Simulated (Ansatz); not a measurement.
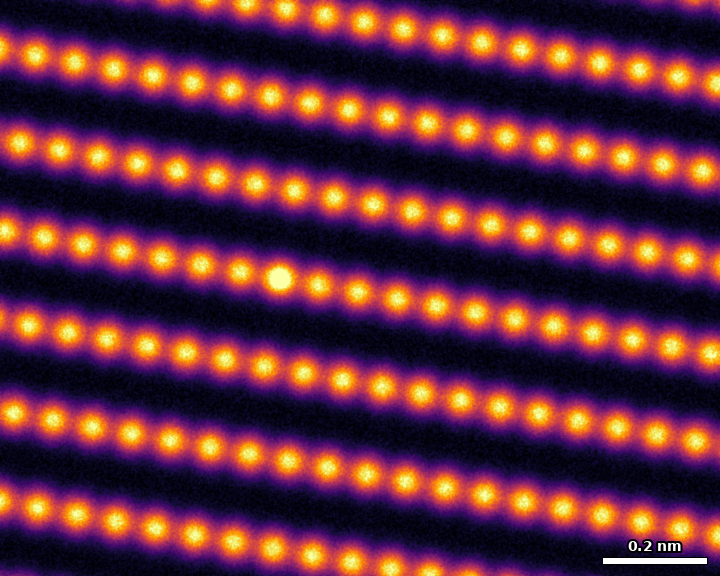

Dark-field STEM-like image of Ni (Fm-3m, No. 225) along [210]. Simulated incoherent Z contrast: every atom adds Z^1.8 spread by a probe of 0.54 Å full width; channelling and multiple scattering are left out. The probe carries 15 % of its weight in a tail 2.5 times as wide. The display is stretched by a gamma of 0.8; percentages refer to the linear signal. Shot noise was added.

The sample is 4 repeats (31.0 Å) thick. One point defect was put into the perfect crystal, without relaxing the atoms around it. Brightness is counted from the darkest point of the image. Host structure: a calculation's starting geometry.

**Where is the defect (in Å from the left and the top edge), and what does its contrast suggest?**

At about 5 Å from the left and 5 Å from the top. The column is brighter, which points to a heavier atom. The column holds 4 atoms (Ni) through the sample, and one Ni atom is replaced by Pd, so its peak rises to about 135 % of that of its equals.
